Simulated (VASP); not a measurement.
Band structure of In (bct). Calculation: AM05 GGA, VASP's PBE PAW potentials (set 64) (plane waves; VASP).

Unless said otherwise, spin-orbit coupling is left out, though it shifts the bands of the heavy elements here.

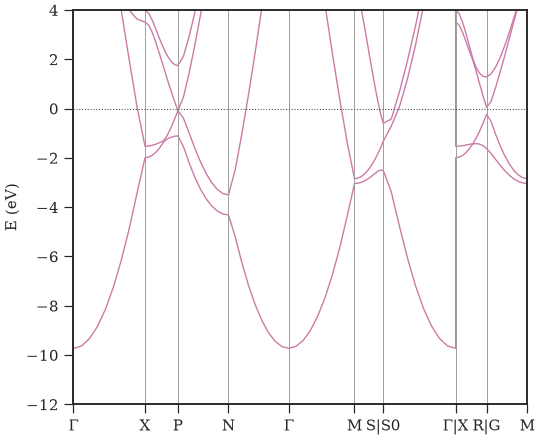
Bands along high-symmetry lines, zero at the valence-band maximum or, without a gap, the Fermi level

Read the plot: is there a gap, and where are the band edges?

It has no gap at this level: it comes out as a metal or semimetal. (Edges off the drawn lines would not show.)

The compound is In in the bct structure. It was relaxed first.
